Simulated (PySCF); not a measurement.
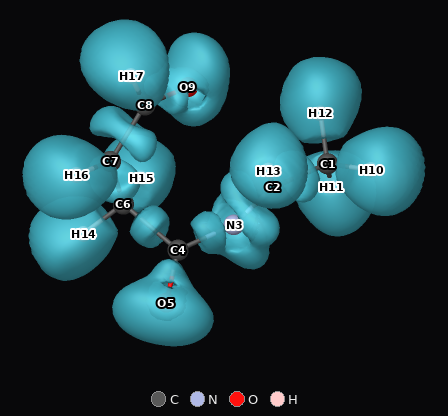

Figure. C₆H₈NO₂ (doublet). Isosurface of the ELF at 0.75 (cyan), seen at a tilt. Core shells and regions of very low density are left out.

Geometry: GFN2-xTB.

Theory: UKS B3LYP, pcH-1 on C H N O, non-relativistic, mean-field spin-orbit, GIAO (PySCF).

| atom | x (Å) | y (Å) | z (Å) |
| --- | --- | --- | --- |
| C | 1.9084 | 1.9077 | 0.0464 |
| C | 1.1412 | 0.8013 | 0.6543 |
| N | 1.2015 | -0.3675 | 0.2036 |
| C | 0.6025 | -1.5403 | 0.3417 |
| O | 0.9900 | -2.5137 | 0.9296 |
| C | -0.6833 | -1.6092 | -0.5791 |
| C | -1.8020 | -1.0634 | 0.1830 |
| C | -2.0738 | 0.3228 | 0.1916 |
| O | -1.4154 | 1.1778 | -0.4028 |
| H | 2.4612 | 2.4524 | 0.8086 |
| H | 2.5828 | 1.5402 | -0.7210 |
| H | 1.1902 | 2.5963 | -0.3997 |
| H | 0.5136 | 1.0549 | 1.5116 |
| H | -0.8176 | -2.6587 | -0.8341 |
| H | -0.4710 | -0.9943 | -1.4544 |
| H | -2.3845 | -1.7190 | 0.8104 |
| H | -2.9509 | 0.6247 | 0.7928 |

Question: Identify the bonds, lone pairs and shells in this picture.

Answer: At this value the surface marks out four regions between bonded C–C atoms (shared pairs), eight regions around hydrogen nuclei, one region on N in which the atom's valence shell and bonds are merged and two regions on O in which the atom's valence shell and bonds are merged. Along the contacts the grid gives the following. C–O (1.20 Å): the ELF peaks at about 0.85 between the atoms: a multiple bond. C–N (1.25 Å): the ELF peaks at about 0.90 between the atoms; a short, multiple covalent bond.
